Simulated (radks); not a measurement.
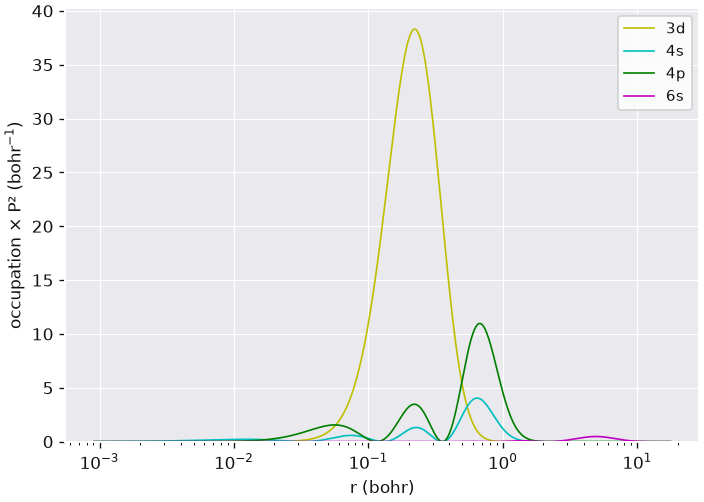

The radial probability densities P² of 4s, 3d, 6s and 4p, each times its occupation. 3d: outer maximum at 0.221 bohr, ⟨r⟩ = 0.274 bohr, 0 nodes, eigenvalue −713.8 eV; 4s: outer maximum at 0.643 bohr, ⟨r⟩ = 0.695 bohr, 3 nodes, eigenvalue −225.4 eV; 4p: outer maximum at 0.673 bohr, ⟨r⟩ = 0.740 bohr, 2 nodes, eigenvalue −164.6 eV; 6s: outer maximum at 4.93 bohr, ⟨r⟩ = 5.55 bohr, 5 nodes, eigenvalue −2.87 eV.

# Run report: Cs⁻, atomic calculation

The caesium ion Cs⁻ in the configuration [Xe] 6s2. A Watson sphere of charge 1 and radius 5.04 bohr holds the anion. Computed at this level: scalar-relativistic Kohn-Sham, r2SCAN, spin-unpolarised, spherical densities, finite nucleus (the in-house radial solver radks).

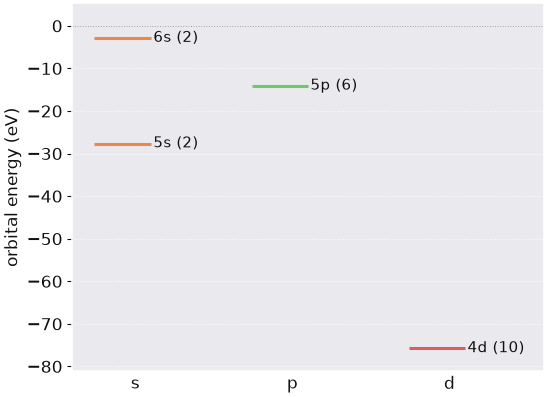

The outer levels are drawn (occupations in brackets). The highest occupied level is 6s at −2.87 eV. From the top down the occupied levels run 6s (−2.87 eV), 5p (−14.1 eV), 5s (−27.7 eV), 4d (−75.8 eV).

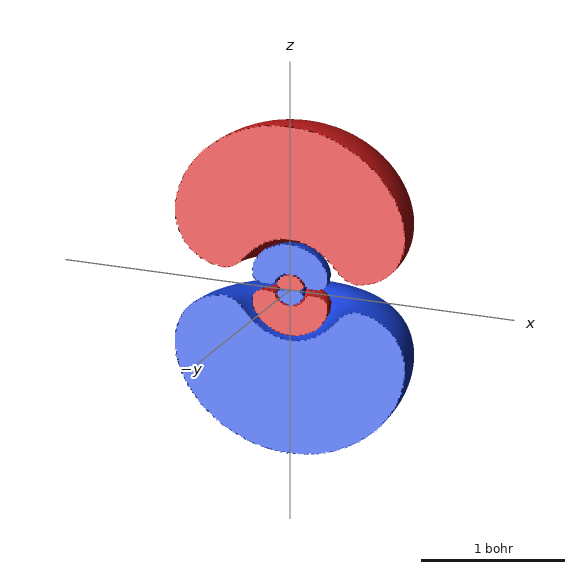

The 4p(z) orbital. The radial function comes from the spherical calculation and is multiplied by a real spherical harmonic; the overall sign is chosen so that the largest lobe of P(r) is positive; at the scalar-relativistic level it is the large component. The surface of constant |ψ| that holds about 90 % of the electron is drawn, red where ψ is positive and blue where it is negative, with the half in front of the xz plane cut away and the cut face painted. It has the nodal plane xy and 2 radial nodes, at r = 0.115 and 0.355 bohr. The outermost maximum of P² lies at 0.673 bohr, ⟨r⟩ = 0.740 bohr, 90 % of the charge lies within 1.08 bohr, and the eigenvalue is −164.6 eV, with 6 electrons in the shell.

These pictures come from the run below.

## Input file
```
Z 55
configuration [Xe] 6s2
relativity scalar-relativistic
functional r2scan,r2scan
spin unpolarised
nucleus finite rms 4.8041 fm
c 137.035999084
watson charge 1 radius 5.04 bohr
```

Energies in input and log are in hartree, lengths in bohr (the nuclear radius in fm).

## Log
```
1s      1   2.0000       -1317.79504522
2s      1   2.0000        -207.37104171
2p      1   6.0000        -185.90582535
3s      1   2.0000         -43.36927291
3p      1   6.0000         -36.41866919
3d      1  10.0000         -26.22984244
4s      1   2.0000          -8.28192414
4p      1   6.0000          -6.04754988
4d      1  10.0000          -2.78421174
5s      1   2.0000          -1.01613840
5p      1   6.0000          -0.51844344
6s      1   2.0000          -0.10550122
Etot -7798.703909674326
Ekin 8205.177182733238
Encl -18866.05094413799
Eh 3054.880541521183
Exc -192.71068979075494
err 4.6158002765538304e-06
it 12
```

## Orbitals

| orbital | occupation | energy (eV) | ⟨r⟩ (bohr) | outer maximum (bohr) |
| --- | --- | --- | --- | --- |
| 1s | 2 | −35859.0 | 0.02611 | 0.0168 |
| 2s | 2 | −5642.9 | 0.1121 | 0.0948 |
| 2p | 6 | −5058.8 | 0.09822 | 0.0762 |
| 3s | 2 | −1180.1 | 0.2984 | 0.272 |
| 3p | 6 | −991.002 | 0.2966 | 0.266 |
| 3d | 10 | −713.750 | 0.2735 | 0.221 |
| 4s | 2 | −225.363 | 0.6954 | 0.643 |
| 4p | 6 | −164.562 | 0.7398 | 0.673 |
| 4d | 10 | −75.762 | 0.8370 | 0.720 |
| 5s | 2 | −27.651 | 1.754 | 1.55 |
| 5p | 6 | −14.108 | 2.100 | 1.78 |
| 6s | 2 | −2.871 | 5.554 | 4.93 |

## Summary

```tsv
quantity	value
outcome	converged
total energy (with the Watson sphere's term)	−7798.7039 hartree
kinetic energy	8205.1772 hartree
electron–nucleus energy (with the Watson sphere's term)	−18866.0509 hartree
Hartree energy	3054.8805 hartree
exchange–correlation energy	−192.710690 hartree
radius at density 0.001 e/bohr³	5.83 bohr
SCF iterations	12
hardware	1 CPU thread, shared host
```

## Remarks

The sphere shifts the levels inside it by its charge over its radius, about 5 eV.
